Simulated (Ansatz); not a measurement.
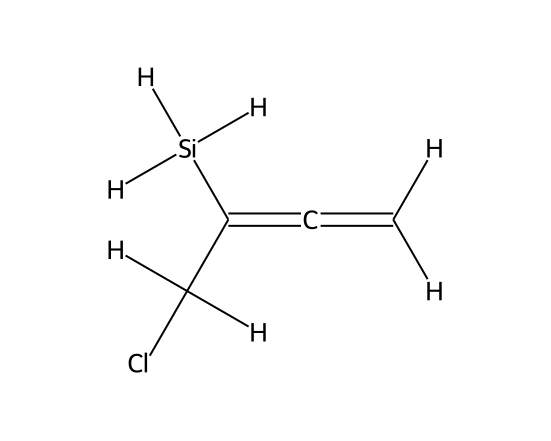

The drawing above gives the connectivity. The computed structure is the end point of a PBE-D4/def2-SVP optimisation. No frequency run is at hand to confirm it as a minimum.

What does the molecule look like in three dimensions?

Formula C₄H₇ClSi. SMILES: `C=C=C([SiH3])CCl`. It has no ring. Among its groups: C–Cl bond, Si–H bond. This geometry has C1 symmetry. Coordination: 2 C trigonal planar; 1 C linear; 1 Si tetrahedral; 1 C tetrahedral.

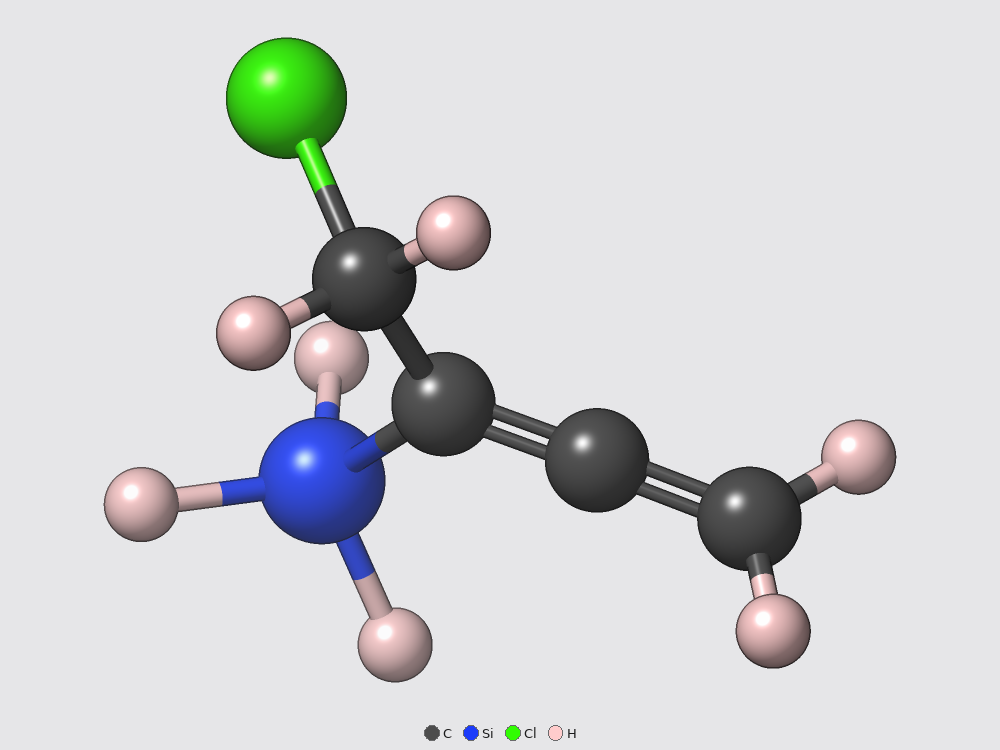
